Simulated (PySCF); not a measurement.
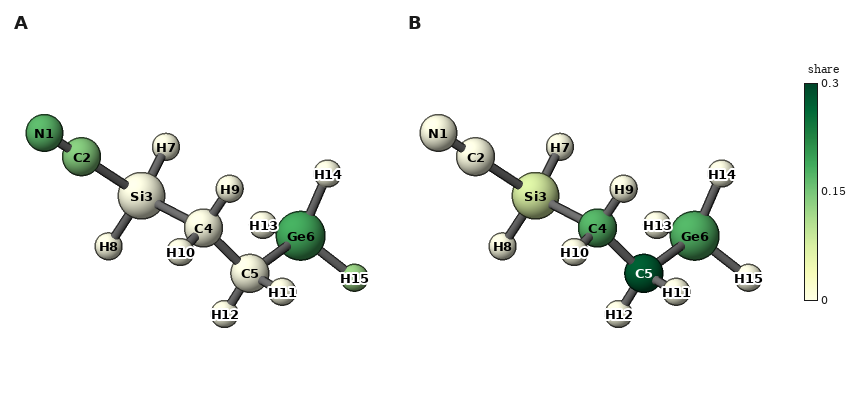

Each panel colours the atoms by their Löwdin share in one orbital (up to four of the largest shares; other atoms are shown as zero). The geometry was computed by an optimisation with GFN2-xTB. No frequency run is at hand to confirm it as a minimum. Level of theory: CAM-B3LYP/def2-SVPD (PySCF 2.14.0).

**The panels show the HOMO−2, HOMO, in some order. Which is which?**

A: HOMO−2, −11.05 eV; Ge6 0.18, N1 0.17, C2 0.14, H15 0.12
B: HOMO, −10.06 eV; C5 0.27, Ge6 0.17, C4 0.17, Si3 0.07

The geometry is semi-empirical. Around Ge, Si such bond lengths and angles can be off by a tenth of an ångström or more and by several degrees, and values that hang on the shape move with them.
